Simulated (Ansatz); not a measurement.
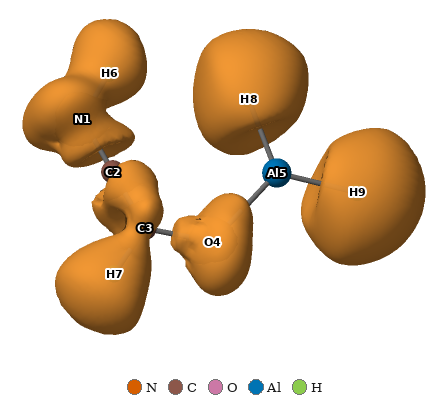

Figure 1: C$_{2}$H$_{4}$AlNO (SMILES N=C=C[O][AlH2]). Isosurface of the ELF at 0.75 (orange), seen at a tilt. Core shells and regions of very low density are left out.

Method: Ansatz, SCF PBE, Gaussian basis.

```yaml
atoms:
  - { symbol: N, position_ang: [0.2366, 1.8197, -1.3011] }
  - { symbol: C, position_ang: [0.7299, 0.7844, -0.9217] }
  - { symbol: C, position_ang: [1.2627, -0.3207, -0.5309] }
  - { symbol: O, position_ang: [0.7491, -1.1840, 0.3810] }
  - { symbol: Al, position_ang: [-1.0118, -0.9833, 1.1553] }
  - { symbol: H, position_ang: [-0.7586, 2.1436, -0.9626] }
  - { symbol: H, position_ang: [2.3035, -0.5727, -0.8905] }
  - { symbol: H, position_ang: [-1.8574, 0.3278, 0.8249] }
  - { symbol: H, position_ang: [-1.5655, -2.0610, 2.2286] }
```

### Identify the bonds, lone pairs and shells in this picture.

At this value the surface marks out three regions around hydrogen nuclei, one region on O in which the atom's valence shell and bonds are merged and one joined region spread over several atoms (H, N), in which their bonds and any lone pairs are merged. Along the contacts the grid gives the following. C–N (1.21 Å): the ELF peaks at about 0.85 between the atoms: a short, multiple covalent bond. C–C (1.29 Å): the ELF peaks at about 0.90 between the atoms: a short, multiple covalent bond.
